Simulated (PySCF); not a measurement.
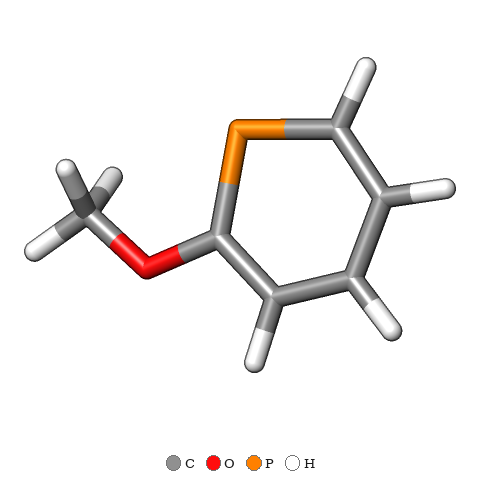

Geometry used (C₆H₇OP, SMILES COc1ccccp1).

Vertical TDDFT excitations, CAM-B3LYP/def2-SVPD (IEF-PCM dichloromethane) with PySCF, at a PBE0-D3(BJ)/def2-SVP geometry (no frequency check).

**Predict the low-lying singlet excitations and the spectrum.**

The lowest singlet lies at 4.42 eV (280 nm, f = 0.072); the brightest of the first 6 is S4 at 5.70 eV (218 nm), f = 0.565, mainly HOMO−1 → LUMO (54 %). No singlet lies below 3.1 eV (beyond 400 nm), so at this level no vertical transition falls in the visible.


```tsv
state	E (eV)	λ (nm)	f	main character
S1	4.42	280	0.072	HOMO → LUMO (79 %)
S2	5.06	245	0.047	HOMO → LUMO+1 (50 %)
S3	5.24	237	0.017	HOMO−2 → LUMO (98 %)
S4	5.70	218	0.565	HOMO−1 → LUMO (54 %)
S5	5.96	208	0.001	HOMO−2 → LUMO+1 (97 %)
S6	6.13	202	0.407	HOMO−1 → LUMO+1 (85 %)
```

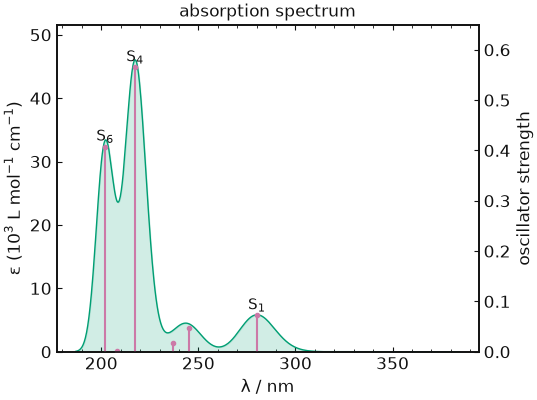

Only the first 6 singlet excitations are included; each is broadened by a Gaussian of 1/e half-width 0.20 eV. Sticks give oscillator strengths (right axis).

Known limits of this run: one conformer of a flexible molecule; core orbitals are frozen in the response.
